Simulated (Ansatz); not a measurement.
# CH8Si2 (SMILES [SiH3]C[SiH3]): BCCD(T)/def2-SVP

Aim: the energy change on altering one bond length of CH8Si2 at BCCD(T)/def2-SVP, from 2 runs. 

The results are computed with Ansatz 0.2.0.

56 further runs of the same task are left out: 56 set aside as unsound or not needed.

## 1. The system as given

CH8Si2: 11 atoms, total charge 0, spin state singlet. As SMILES, `[SiH3]C[SiH3]`. Geometry: relaxed at PBE0-D4/def2-TZVP.

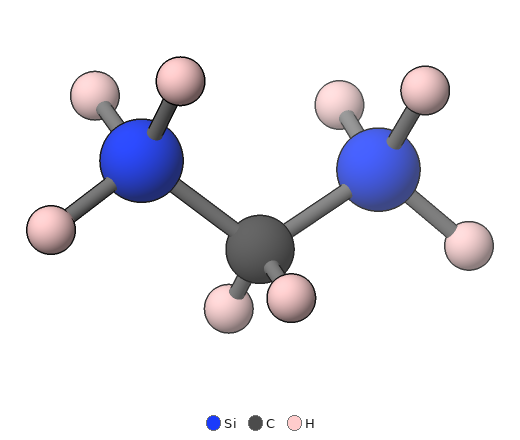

The structure, seen from a chosen angle (silicon blue, carbon dark grey, hydrogen pink).

## 2. A single-point energy at BCCD(T)/def2-SVP

run.yaml

```yaml
crystal:
  periodic: [false, false, false]
  atoms:
    - symbol: Si
      position_ang: [-1.158980, 1.034720, -0.344660]
    - symbol: C
      position_ang: [-0.286340, -0.621440, -0.365590]
    - symbol: Si
      position_ang: [1.335180, -0.652340, 0.569590]
    - symbol: H
      position_ang: [-2.435800, 0.976800, -1.106490]
    - symbol: H
      position_ang: [-0.293510, 2.078920, -0.955560]
    - symbol: H
      position_ang: [-1.463790, 1.436810, 1.054620]
    - symbol: H
      position_ang: [-0.954100, -1.377620, 0.060730]
    - symbol: H
      position_ang: [-0.099440, -0.908830, -1.405770]
    - symbol: H
      position_ang: [1.110650, -0.304370, 1.998260]
    - symbol: H
      position_ang: [2.282060, 0.336720, -0.011600]
    - symbol: H
      position_ang: [1.964060, -1.999380, 0.506460]
basis:
  gaussian: {orbitals: def2-SVP}
total_charge: 0
correlation: {method: bccd_t, frozen_orbitals: {C: 1, H: 0, Si: 5}}
accuracy: high
scf: {omitted_lower_state_checks: [cluster_reference, increment]}
```

Launch:

```console
ansatz run run.yaml --threads 1 --pin off --max-ram 3480MiB --events-out events.jsonl --progress --plain --runs-dir runs
```

Output, cut to the lines that bear on the results:

```text
Warning: RAYON_NUM_THREADS=1 ignored (pool sized by the plan → 1); use --threads N
Functional definition: HF
  name "HF"
[...]
2074 factors; integrals over basis functions are off by at most 3.9e-9 eV
[...]
mean field -16875.93451648 eV, -620.1791545614 hartree, gradient 1.9e-8 eV, S^2 0.000000; 0 other end points of the search recorded, 0 dependent functions left out
11 core orbitals not correlated: weight in the atoms' cores, before any rotation towards them, 1.000 or more for the frozen orbitals, at most 0.000 for the correlated occupied ones
reference -16875.93451648 eV, -620.1791545614 hartree; 10, 10 occupied and 69, 69 virtual orbitals, 2074 factors
second order -9.67997817 eV of doubles, -0.00000000 eV of singles
cycle   1  -10.86689359 eV  change    -1.2e0 eV  update   7.8e-2
[...]
cycle  18  -11.29632428 eV  change   -1.5e-9 eV  update   1.7e-9
perturbative correction -0.30035612 eV, -0.0110378839 hartree
Total energy: -16887.53119688 eV, -620.6053247057 hartree
Checks for a lower state left out: cluster_reference, increment
```

Run time: 7.5 s. Hardware: 1 thread of AMD EPYC 9R45 (Zen 5), shared host; peak memory 0.69 GiB.

## 3. The distorted shape

run.yaml

```yaml
basis:
  gaussian:
    orbitals: def2-SVP
crystal:
  periodic: [false, false, false]
  atoms:
    - {symbol: Si, position_ang: [-0.793215, 0.552222, -2.023762]}
    - {symbol: C, position_ang: [0.079425, -1.103938, -2.044692]}
    - {symbol: Si, position_ang: [1.700945, -1.134838, -1.109512]}
    - {symbol: H, position_ang: [-2.070035, 0.494302, -2.785592]}
    - {symbol: H, position_ang: [0.072255, 1.596422, -2.634662]}
    - {symbol: H, position_ang: [-1.463790, 1.436810, 1.054620]}
    - {symbol: H, position_ang: [-0.588335, -1.860118, -1.618372]}
    - {symbol: H, position_ang: [0.266325, -1.391328, -3.084872]}
    - {symbol: H, position_ang: [1.476415, -0.786868, 0.319158]}
    - {symbol: H, position_ang: [2.647825, -0.145778, -1.690702]}
    - {symbol: H, position_ang: [2.329825, -2.481878, -1.172642]}
total_charge: 0
magnetization:
  spin_polarized: false
  initial_magnetization: 0
correlation:
  method: bccd_t
  frozen_orbitals: {C: 1, H: 0, Si: 5}
accuracy: high
scf:
  omitted_lower_state_checks: [cluster_reference, increment]
```

Launch:

```console
ansatz run run.yaml --threads 1 --pin off --max-ram 3480MiB --events-out events.jsonl --progress --plain --runs-dir runs
```

Output, cut to the lines that bear on the results:

```text
Warning: RAYON_NUM_THREADS=1 ignored (pool sized by the plan → 1); use --threads N
[... 2 set-up lines as earlier in the session ...]
[...]
2028 factors; integrals over basis functions are off by at most 3.7e-9 eV
[...]
mean field -16870.62774452 eV, -619.9841342889 hartree, gradient 2.3e-8 eV, S^2 0.000000; 1 other end points of the search recorded, 0 dependent functions left out; unrestricted orbitals would lower it
11 core orbitals not correlated: weight in the atoms' cores, before any rotation towards them, 1.000 or more for the frozen orbitals, at most 0.000 for the correlated occupied ones
reference -16870.62774452 eV, -619.9841342889 hartree; 10, 10 occupied and 69, 69 virtual orbitals, 2028 factors
second order -10.24013218 eV of doubles, -0.00000000 eV of singles
cycle   1  -11.32756042 eV  change    -1.8e0 eV  update   1.5e-1
[...]
cycle  29  -12.59751559 eV  change   4.2e-10 eV  update  2.2e-10
perturbative correction -0.54609030 eV, -0.0200684484 hartree
WARN: these amplitudes may be one of several solutions (largest doubles amplitude 0.51, level shift 2.13 eV)
Total energy: -16883.77135041 eV, -620.4671528964 hartree
Checks for a lower state left out: cluster_reference, increment
```

Run time: 9.9 s. Hardware: 1 thread of AMD EPYC 9R45 (Zen 5), shared host; peak memory 0.68 GiB.

## 4. Outcome

At BCCD(T)/def2-SVP, 11 core orbitals frozen:

| quantity | value |
| --- | --- |
| first shape: total energy | -620.60532 Eh |
| first shape: correlation energy (11 core orbitals frozen) | -426.2 mEh |
| first shape: (T) correction | -11.04 mEh |
| distorted shape: total energy | -620.46715 Eh |
| distorted shape: correlation energy (11 core orbitals frozen) | -483.0 mEh |
| distorted shape: (T) correction | -20.07 mEh |
| energy change with the Si1–H6 bond stretched from 1.487 to 3.272 Å | 3.760 eV |

What this shows: With the Si1–H6 bond stretched from 1.487 to 3.272 Å the energy rises by 3.76 eV (363 kJ/mol). The first shape isn't relaxed at this level, so the change isn't measured from a minimum. A restricted reference can't describe the breaking bond well at this length. The triples (first shape) make up 2.6 % of the correlation energy. The restricted solution (distorted shape) is unstable to spin breaking: an unrestricted one lies lower. The triples (distorted shape) make up 4.2 % of the correlation energy.
